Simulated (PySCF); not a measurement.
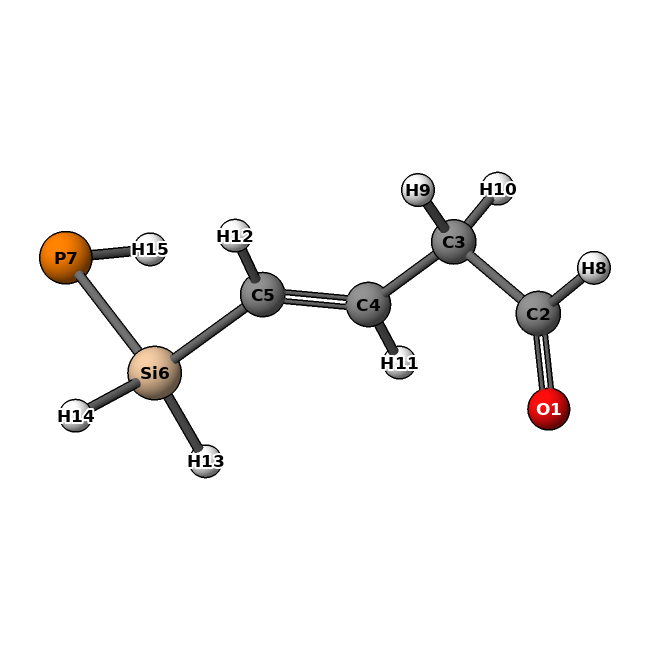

The questions are on Mulliken spin populations. State: neutral, doublet. The computed structure is the end point of a GFN2-xTB optimisation. No frequency run is at hand to confirm it as a minimum. Method: UKS B3LYP, pcH-1 on C H O P Si, non-relativistic (PySCF 2.14.0).

List the Mulliken spin populations.

| atom | value (e) |
| --- | --- |
| O1 | 0.00 |
| C2 | 0.00 |
| C3 | 0.00 |
| C4 | 0.02 |
| C5 | 0.01 |
| Si6 | −0.02 |
| P7 | 1.00 |
| H8 | 0.00 |
| H9 | 0.00 |
| H10 | 0.00 |
| H11 | 0.00 |
| H12 | 0.00 |
| H13 | 0.01 |
| H14 | 0.00 |
| H15 | −0.03 |

Mulliken values depend strongly on the basis set. The geometry is semi-empirical. Around P, Si such bond lengths and angles can be off by a tenth of an ångström or more and by several degrees, and values that hang on the shape move with them.
